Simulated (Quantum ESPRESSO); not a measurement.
The N K edge of atom 5 in TiIN (Pmmn), with 4 Ti at 2.01 Å (4-fold, site symmetry mm2), was computed in 2 ways: excited-electron core hole (neutral cell) and no core hole. Program and functional: Quantum ESPRESSO XSpectra, LDA, Lorentzian half width 0.3 eV up to 4 eV, rising linearly to 2.5 eV at 25 eV; cells of 6 and 12 atoms (the run without a hole in the smaller).

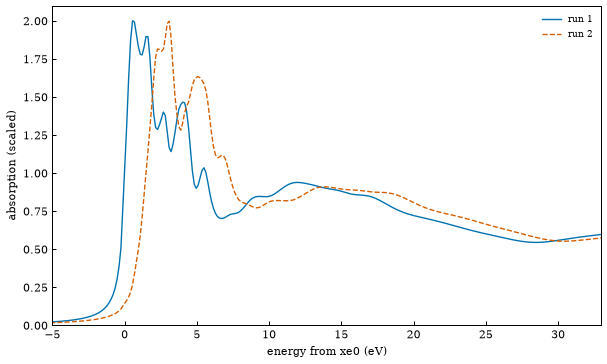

Each run is counted from its own lowest empty level or Fermi level and scaled to a mean of 1 over its first 20 eV.

**Question.** Which run is which?

Run 1: excited-electron core hole (neutral cell) (area from −2 to 6 eV 8.8, main maxima 0.5 eV (2.00), 1.6 eV (1.90), 2.7 eV (1.40) and 4.0 eV (1.47)). Run 2: no core hole (area from −2 to 6 eV 7.9, main maxima 3.1 eV (2.00), 5.1 eV (1.63) and 13.8 eV (0.91)). With each curve scaled to its own mean, the area from −2 to 6 eV with the hole is 8.8 against 7.9, and the centre of weight from −1 to 20 eV moves by -0.7 eV (first and strongest maxima below 20 eV: 3.1 eV (2.00), 5.1 eV (1.63) and 13.8 eV (0.91) without the hole, 0.5 eV (2.00), 1.6 eV (1.90) and 4.0 eV (1.47) with it); the shape changes all the same, by 41 % r.m.s.

[Hosts, paths, dates, database ids (printed as entryN), source tags and the programs' standing remarks are cut or masked in the printed files.]

[Lists of maxima count a maximum above −3 eV only where it reaches 4 % of the highest in the window and stands out from its surroundings by 2 % of it (1.5 % where it reaches 55 %); shoulders and weaker maxima are passed over, and of the rest the first, up to two pre-edge ones and the few strongest are named.]
